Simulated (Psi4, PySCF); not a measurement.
Two rigid molecules brought together: COS ··· H4N+ (SMILES O=C=S and [NH4+]) (charge +1). Monomers: optimised at B3LYP-D3(BJ) (def2-TZVP), held rigid. Orientation: a random orientation, not optimised. Only R, the distance of the centres of mass, is varied, so the lowest point isn't the relaxed dimer.

Geometry at R = 4.08 Å (first 3 atoms: monomer A):
```
8

O     -1.2904    -0.0427     0.0000
C     -0.1355    -0.0045     0.0000
S      1.4258     0.0472     0.0000
N      1.5241    -0.6441    -3.8604
H      2.0733    -0.4341    -3.0207
H      0.5471    -0.8085    -3.5973
H      1.9012    -1.4820    -4.3147
H      1.5746     0.1483    -4.5087
```

RKS-B3LYP/6-31G* = restricted B3LYP/6-31G*, spherical d, no counterpoise correction in PySCF 2.14.0; RKS-M06-2X/6-31G* = restricted M06-2X/6-31G*, spherical d, no counterpoise correction in PySCF 2.14.0; PBE/def2-TZVP, counterpoise-corrected (Psi4); SCS-MP2/aug-cc-pVDZ = DF-SCS-MP2/aug-cc-pVDZ, frozen core, counterpoise-corrected (Psi4); RHF/6-31G* = PySCF 2.14.0 with restricted Hartree-Fock/6-31G*, spherical d, no counterpoise correction.

Interaction energies in kJ/mol (negative: bound); R is the distance of the centres of mass, d the S3···H5 distance.

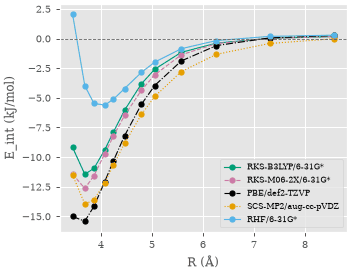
Figure. Interaction energy against separation.

| R / Å | d / Å | RKS-B3LYP/6-31G* | RKS-M06-2X/6-31G* | PBE/def2-TZVP | SCS-MP2/aug-cc-pVDZ | RHF/6-31G* |
|---|---|---|---|---|---|---|
| 3.45 | 2.50 | -9.18 | -11.43 | -15.00 | -11.49 | 2.07 |
| 3.69 | 2.74 | -11.45 | -12.65 | -15.41 | -13.97 | -3.98 |
| 3.87 | 2.92 | -10.95 | -11.57 | -14.14 | -13.59 | -5.47 |
| 4.08 | 3.13 | -9.39 | -9.72 | -12.08 | -12.15 | -5.61 |
| 4.25 | 3.30 | -7.89 | -8.23 | -10.32 | -10.70 | -5.12 |
| 4.47 | 3.52 | -6.04 | -6.49 | -8.19 | -8.83 | -4.22 |
| 4.80 | 3.84 | -3.82 | -4.35 | -5.54 | -6.40 | -2.85 |
| 5.06 | 4.10 | -2.59 | -3.06 | -3.96 | -4.89 | -1.99 |
| 5.58 | 4.62 | -1.16 | -1.38 | -1.89 | -2.79 | -0.86 |
| 6.27 | 5.31 | -0.38 | -0.43 | -0.59 | -1.33 | -0.17 |
| 7.31 | 6.35 | 0.02 | 0.02 | 0.05 | -0.41 | 0.18 |
| 8.57 | 7.61 | 0.17 | 0.17 | 0.26 | -0.02 | 0.28 |

Lowest grid point: RKS-B3LYP/6-31G* -11.45 kJ/mol at R = 3.69 Å; RKS-M06-2X/6-31G* -12.65 kJ/mol at R = 3.69 Å; PBE/def2-TZVP -15.41 kJ/mol at R = 3.69 Å; SCS-MP2/aug-cc-pVDZ -13.97 kJ/mol at R = 3.69 Å; RHF/6-31G* -5.61 kJ/mol at R = 4.08 Å.
